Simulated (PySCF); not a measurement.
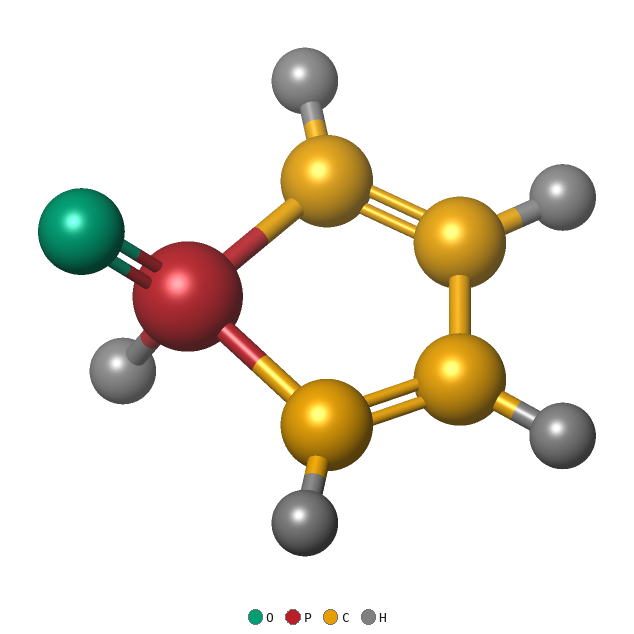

The computed structure is the end point of a GFN2-xTB optimisation. No frequency run is at hand to confirm it as a minimum.

Draw it as a skeletal formula.

SMILES: O=[PH]1C=CC=C1

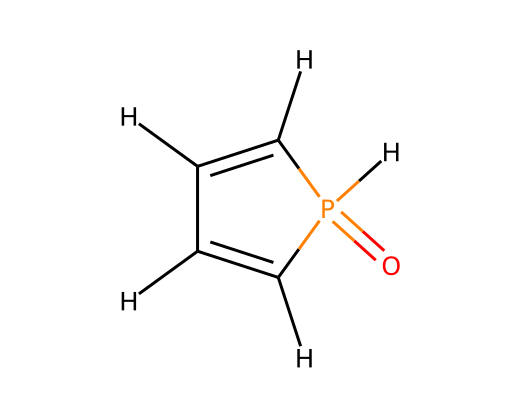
